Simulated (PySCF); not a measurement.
**[CoO2]+: quintet, from a side-on start**

The task is one start of a wider search on [CoO2]+: the quintet, from a side-on start. It is relaxed, tested by its Hessian and followed downhill if it is a saddle.

Program: PySCF 2.14.0. Level of theory: PBE0, basis Co def2-TZVP, O def2-TZVP, no relativity, density fitting. These are calculated values, not measurements.

### Step 1. Where the work starts

3 atoms, charge 1, spin multiplicity 5.

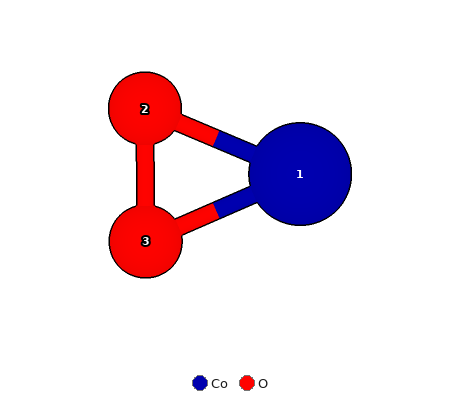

Start geometry, drawn with cobalt blue, oxygen red; atoms are numbered from 1 in the order of the file.

```xyz
3
charge 1 multiplicity 5
Co    0.0000    0.0000    0.0000
O     0.7000    0.0000    1.6309
O    -0.7000    0.0000    1.6309
```

### Step 2. The SCF at the typed geometry

The steps below are one call of a driver around PySCF. For each, scf.py gives the equivalent set-up of the SCF; relaxations use the driver's own optimiser. After this first run the driver tries any further starts and a stability analysis.

Contents of scf.py:

```python
from pyscf import gto, scf, dft
mol = gto.M(atom='''
Co     0.000000     0.000000     0.000000
O      0.700000     0.000000     1.630920
O     -0.700000     0.000000     1.630920''',
    basis={'Co': 'def2-TZVP', 'O': 'def2-TZVP'},
    charge=1, spin=4)
mf = dft.UKS(mol, xc='PBE0')
mf.grids.atom_grid = (50, 194)
aux = {'Co': 'def2-universal-JKFIT', 'O': 'def2-universal-JKFIT'}
mf = mf.density_fit(auxbasis=aux)
mf.conv_tol = 1e-08
mf.diis_space = 10
mf.max_cycle = 60
mf.init_guess = 'minao'
mf.verbose = 4
mf.kernel()
```

The run is started by

```sh
OMP_NUM_THREADS=4 python axn.py task.json out
```

The program printed:

```text
init E= -1532.03692148156
[... the frontier-level lines of each cycle are left out ...]
cycle= 1 E= -1513.99244791997  delta_E=   18  |g|= 5.67  |ddm|= 5.52
cycle= 2 E= -1454.83760013168  delta_E= 59.2  |g|= 13.1  |ddm|= 11.5
cycle= 3 E= -1508.06844349752  delta_E= -53.2  |g|= 9.44  |ddm|= 7.44
cycle= 4 E= -1512.82017842525  delta_E= -4.75  |g|= 8.29  |ddm|= 1.48
cycle= 5 E= -1522.60581811578  delta_E= -9.79  |g|= 6.45  |ddm|= 4.45
cycle= 6 E= -1521.24595450233  delta_E= 1.36  |g|= 6.11  |ddm|= 2.56
cycle= 7 E= -1525.59848894459  delta_E= -4.35  |g|= 5.15  |ddm|= 2.83
cycle= 8 E= -1529.58295225625  delta_E= -3.98  |g|= 3.31  |ddm|= 1.05
cycle= 9 E= -1529.8814525073  delta_E= -0.299  |g|= 3.18  |ddm|= 0.191
cycle= 10 E= -1529.40396878798  delta_E= 0.477  |g|= 3.42  |ddm|= 0.159
cycle= 11 E= -1528.76599779565  delta_E= 0.638  |g|= 3.67  |ddm|= 0.403
cycle= 12 E= -1519.18503773905  delta_E= 9.58  |g|= 5.75  |ddm|= 3.28
cycle= 13 E= -1530.82492254588  delta_E= -11.6  |g|= 2.41  |ddm|= 3.14
cycle= 14 E= -1532.26062318224  delta_E= -1.44  |g|= 0.72  |ddm|= 1.04
cycle= 15 E= -1532.40793959931  delta_E= -0.147  |g|= 0.31  |ddm|= 0.256
cycle= 16 E= -1532.43242846084  delta_E= -0.0245  |g|= 0.106  |ddm|= 0.11
cycle= 17 E= -1532.4380671589  delta_E= -0.00564  |g|= 0.0278  |ddm|= 0.0964
cycle= 18 E= -1532.43917742477  delta_E= -0.00111  |g|= 0.0223  |ddm|= 0.0421
cycle= 19 E= -1532.44048910089  delta_E= -0.00131  |g|= 0.0158  |ddm|= 0.0518
cycle= 20 E= -1532.44157277904  delta_E= -0.00108  |g|= 0.0142  |ddm|= 0.0443
cycle= 21 E= -1532.44154746003  delta_E= 2.53e-05  |g|= 0.0142  |ddm|= 0.00106
cycle= 22 E= -1532.44124626266  delta_E= 0.000301  |g|= 0.0141  |ddm|= 0.0126
cycle= 23 E= -1532.43692817693  delta_E= 0.00432  |g|= 0.0171  |ddm|= 0.182
cycle= 24 E= -1532.43880645808  delta_E= -0.00188  |g|= 0.0182  |ddm|= 0.082
cycle= 25 E= -1532.4417401444  delta_E= -0.00293  |g|= 0.0185  |ddm|= 0.124
cycle= 26 E= -1532.44481481466  delta_E= -0.00307  |g|= 0.0184  |ddm|= 0.124
cycle= 27 E= -1532.44509052162  delta_E= -0.000276  |g|= 0.0189  |ddm|= 0.0271
cycle= 28 E= -1532.44571970805  delta_E= -0.000629  |g|= 0.0173  |ddm|= 0.025
cycle= 29 E= -1532.44243020519  delta_E= 0.00329  |g|= 0.015  |ddm|= 0.132
cycle= 30 E= -1532.44013887429  delta_E= 0.00229  |g|= 0.021  |ddm|= 0.092
cycle= 31 E= -1532.43995627837  delta_E= 0.000183  |g|= 0.0297  |ddm|= 0.00802
cycle= 32 E= -1532.44050597917  delta_E= -0.00055  |g|= 0.025  |ddm|= 0.0197
cycle= 33 E= -1532.44504081212  delta_E= -0.00453  |g|= 0.0184  |ddm|= 0.18
cycle= 34 E= -1532.44344660646  delta_E= 0.00159  |g|= 0.0184  |ddm|= 0.0635
cycle= 35 E= -1532.43663420863  delta_E= 0.00681  |g|= 0.029  |ddm|= 0.28
cycle= 36 E= -1532.4349500117  delta_E= 0.00168  |g|= 0.0455  |ddm|= 0.0606
cycle= 37 E= -1532.42991845607  delta_E= 0.00503  |g|= 0.0873  |ddm|= 0.189
cycle= 38 E= -1532.43210646352  delta_E= -0.00219  |g|= 0.0577  |ddm|= 0.0501
cycle= 39 E= -1532.43248671777  delta_E= -0.00038  |g|= 0.0381  |ddm|= 0.0426
cycle= 40 E= -1532.43400377368  delta_E= -0.00152  |g|= 0.0418  |ddm|= 0.143
cycle= 41 E= -1532.43158301735  delta_E= 0.00242  |g|= 0.0131  |ddm|= 0.275
cycle= 42 E= -1532.43124956071  delta_E= 0.000333  |g|= 0.0301  |ddm|= 0.0559
cycle= 43 E= -1532.43121228721  delta_E= 3.73e-05  |g|= 0.0308  |ddm|= 0.0221
cycle= 44 E= -1532.431424137  delta_E= -0.000212  |g|= 0.02  |ddm|= 0.0112
cycle= 45 E= -1532.43156975503  delta_E= -0.000146  |g|= 0.00179  |ddm|= 0.0232
cycle= 46 E= -1532.43156687697  delta_E= 2.88e-06  |g|= 0.00119  |ddm|= 0.0141
cycle= 47 E= -1532.43156693672  delta_E= -5.97e-08  |g|= 0.000124  |ddm|= 0.00363
cycle= 48 E= -1532.43156695522  delta_E= -1.85e-08  |g|= 5.86e-05  |ddm|= 0.00038
cycle= 49 E= -1532.4315669584  delta_E= -3.18e-09  |g|= 2.41e-05  |ddm|= 0.000184
Extra cycle  E= -1532.4315669599  delta_E= -1.5e-09  |g|= 2.15e-05  |ddm|= 5.41e-05
converged SCF energy = -1532.4315669599  <S^2> = 6.0165078  2S+1 = 5.0065988
```

This step, with its further starts and checks, took 32 s on 4 threads of Arm Neoverse N1, shared host.

Energies from each starting density:

```
                      start   energy (Eh)
    the minimal-basis guess  -1532.431567
a thermally smeared density  -1532.431567
      a smeared PBE density  -1532.453472
```

This is not the lowest solution: one lies 57.5 kJ/mol lower, at -1532.45347 Eh, and the relaxation starts from that.

### Step 3. Side-on start, quintet: relaxation

The program finds C2v symmetry in the start, which this walk keeps. Threshold on the gradient: 0.0003 Eh/bohr, with a further test on the energy change.

Edit scf.py of step 2 so:

```diff
@@ -3,3 +3,3 @@
-Co     0.000000     0.000000     0.000000
-O      0.700000     0.000000     1.630920
-O     -0.700000     0.000000     1.630920''',
+Co     0.000000     0.000000    -0.573813
+O      0.700000     0.000000     1.057107
+O     -0.700000     0.000000     1.057107''',
@@ -15 +14,0 @@
-mf.init_guess = 'minao'
```

The optimiser's trace:

```
step   energy (Eh)  change (kJ/mol)  largest symmetric gradient (Eh/bohr)
   0  -1532.453472             0.00                               0.07951
   1  -1532.472281           -49.38                               0.04588
   2  -1532.476343           -60.05                               0.01794
   3  -1532.477254           -62.44                               0.00460
   4  -1532.477374           -62.75                               0.00270
   5  -1532.477382           -62.77                               0.00018
   6  -1532.477382           -62.77                               0.00001
```

The walk took 20 s.

Positions (Å) and forces (eV/Å) along the way:

```
step 0
Co   0.000   0.000  -0.574   0.000   0.000  -4.089
O    0.700   0.000   1.057  -2.918   0.000   2.044
O   -0.700   0.000   1.057   2.918   0.000   2.044
step 1
Co   0.000   0.000  -0.640   0.000   0.000  -2.359
O    0.636   0.000   1.090   0.492   0.000   1.179
O   -0.636   0.000   1.090  -0.493   0.000   1.180
step 3
Co   0.000   0.000  -0.718   0.000   0.000  -0.237
O    0.632   0.000   1.129  -0.180   0.000   0.118
O   -0.632   0.000   1.129   0.180   0.000   0.118
step 6
Co   0.000   0.000  -0.734   0.000   0.000   0.000
O    0.628   0.000   1.137   0.000   0.000   0.000
O   -0.628   0.000   1.137   0.000   0.000   0.000
```

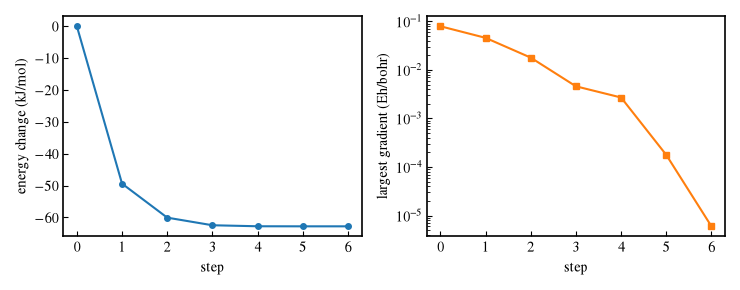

How energy and gradient fall.

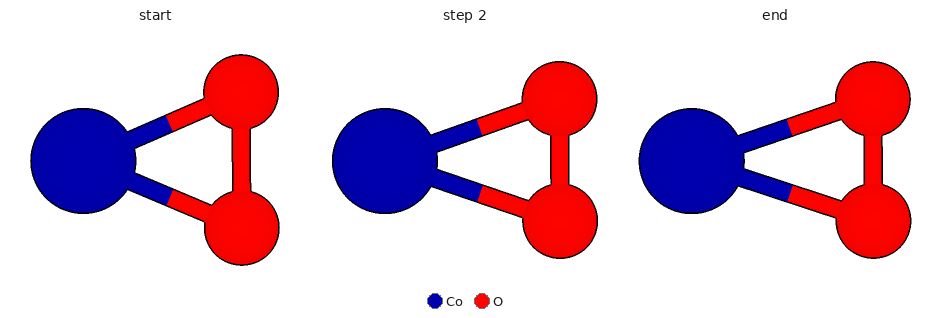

Start and end of the relaxation, with a step between.

It settles in C2v symmetry, 62.8 kJ/mol below the start, after 6 steps: Co–O 1.974 Å (×2), O–O 1.257 Å; Co–O–O 71.4° (×2), O–Co–O 37.1°.

### Step 4. Is it a minimum? Harmonic modes

The point is checked on the finer grid, and tightened if its gradient asks for it. The Hessian and the dipole derivatives come from central differences of analytic gradients, with steps of 0.02 bohr.

Edit scf.py of step 3 so:

```diff
@@ -3,3 +3,3 @@
-Co     0.000000     0.000000    -0.573813
-O      0.700000     0.000000     1.057107
-O     -0.700000     0.000000     1.057107''',
+Co     0.000000     0.000000    -0.658498
+O      0.628432     0.000000     1.213117
+O     -0.628432     0.000000     1.213117''',
@@ -9 +9 @@
-mf.grids.atom_grid = (50, 194)
+mf.grids.atom_grid = (75, 302)
@@ -12 +12 @@
-mf.conv_tol = 1e-08
+mf.conv_tol = 1e-10
```

The driver hands on the density of the step before, so the log starts near convergence.

SCF at the final geometry:

```text
init E= -1532.4772427663
[... the frontier-level lines of each cycle are left out ...]
cycle= 1 E= -1532.4772427661  delta_E= 2.02e-10  |g|= 2.73e-05  |ddm|= 1.53e-05
cycle= 2 E= -1532.47724276476  delta_E= 1.34e-09  |g|= 7.32e-05  |ddm|= 3.99e-05
cycle= 3 E= -1532.47724276632  delta_E= -1.56e-09  |g|= 5.28e-06  |ddm|= 2.93e-05
cycle= 4 E= -1532.47724276633  delta_E= -7.28e-12  |g|= 2.58e-07  |ddm|= 1.92e-06
Extra cycle  E= -1532.47724276633  delta_E= -6.14e-12  |g|= 5.46e-07  |ddm|= 2.96e-07
converged SCF energy = -1532.47724276633  <S^2> = 6.0141555  2S+1 = 5.005659
```

The whole step took 82 s.

Geometry: C2v; Co–O 1.974 Å (×2), O–O 1.257 Å; Co–O–O 71.4° (×2), O–Co–O 37.1°.

Harmonic modes (main isotopes):

```csv
symmetry,ω (cm⁻¹),IR (km/mol)
b2,311,0.7
a1,355,5.7
a1,1373,106
```

Every mode is real; the point is a minimum.

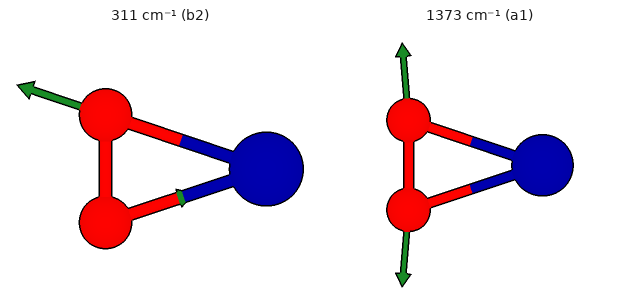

How the atoms move in 2 of the modes.

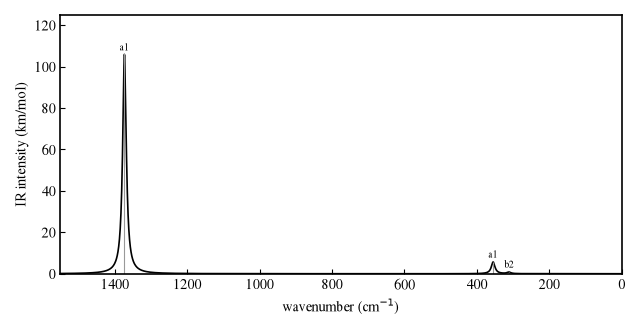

The harmonic infrared spectrum (widths in cm⁻¹). Lines are broadened to a width of 12 cm⁻¹ (Lorentzian).

Properties at this point:

- Dipole moment about the centre of mass: 4.18 D
- Highest occupied level: -14.40 eV
- Lowest empty level: -9.43 eV
- Rotational constants: 1.334, 0.2321, 0.1977 cm⁻¹
- Zero-point energy: 12.2 kJ/mol
- Principal polarisabilities: 12.1, 19.7, 34.1 bohr³
- Principal traceless quadrupole moments about the centre of mass: -2.33, -1.63, 3.96 D Å
- Entropy at 298.15 K and 1 bar (electronic part: spin only): 278.6 J/(mol K)
- Heat capacity Cp at 298.15 K: 47.2 J/(mol K)
- Enthalpy at 298.15 K above 0 K: 11.94 kJ/mol
- Rotational symmetry number: 2
- Spin squared ⟨S²⟩: 6.014

Charges (e) and bond orders:

| atom | Mulliken | Löwdin | polar tensor | spin (Mulliken) | Mayer order to Co1 |
| --- | --- | --- | --- | --- | --- |
| Co1 | 1.01 | 0.85 | 0.85 | 2.33 | – |
| O2,3 | -0.01 | 0.08 | 0.07 | 0.83 | 0.53 |

Outer orbital energies (eV). α occupied: -21.06, -17.89, -17.79, -17.26, -16.69, -16.39, -15.03, -14.40; empty: -9.43, -4.73, -4.31, -2.34. β occupied: -40.32, -27.79, -20.45, -19.79, -18.87, -15.04, -14.80, -14.56; empty: -9.37, -9.19, -9.17, -8.66.

Mulliken populations on Co1: s 6.15, p 12.15, d 7.68, f 0.00.

### Step 5. Summary of results

| quantity | value |
| --- | --- |
| minimum | quintet, C2v |
| geometry | Co–O 1.974 Å (×2), O–O 1.257 Å; Co–O–O 71.4° (×2), O–Co–O 37.1° |
| wavenumbers (cm⁻¹) | 311 (b2), 355 (a1), 1373 (a1) |
| dipole moment (centre of mass) | 4.18 D |
| highest occupied, lowest empty level (either spin) | -14.40, -9.43 eV |
| polar-tensor charge of Co1 | +0.85 e |
| zero-point energy | 12.2 kJ/mol |
| entropy at 298.15 K | 278.6 J/(mol K) |
| ⟨S²⟩ | 6.014 |

The molecule stays C2v, as typed, and the end point is a minimum. The strongest infrared band lies at 1373 cm⁻¹ (a1). Most of the spin sits on Co1 (Mulliken spin 2.33, against 4 for the whole molecule). The first SCF alone would have been 58 kJ/mol too high. Other starts or spin states, not run here, may lie lower. One determinant may miss the lowest occupation of an open d or f shell.

The search up to here took 2.2 min.
